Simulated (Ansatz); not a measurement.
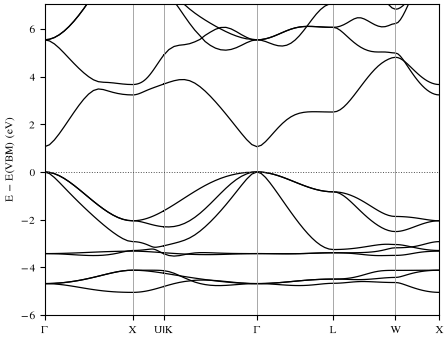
Fig. 1. Band structure from LDA (plane waves, PAW; program Ansatz)

**Question.** Read off the gap and where the band edges lie.

**Answer.** About 1.1 eV (1.06 eV by a search for the band edges); maximum at Γ, minimum at Γ.

**Question.** Which compound is it?
A. Mg2Ge, anti-fluorite
B. MgTe, rock salt
C. AgI, zinc blende
D. RbH, rock salt

**Answer.** C, AgI, zinc blende

Space group F-43m (zinc blende). The cell was relaxed with LDA under the symmetry of its start; phonons on a q-mesh show no instability. No spin polarisation was allowed. Spin–orbit coupling is left out wherever it is not named.

Potentials: the later of the program's two PAW sets.
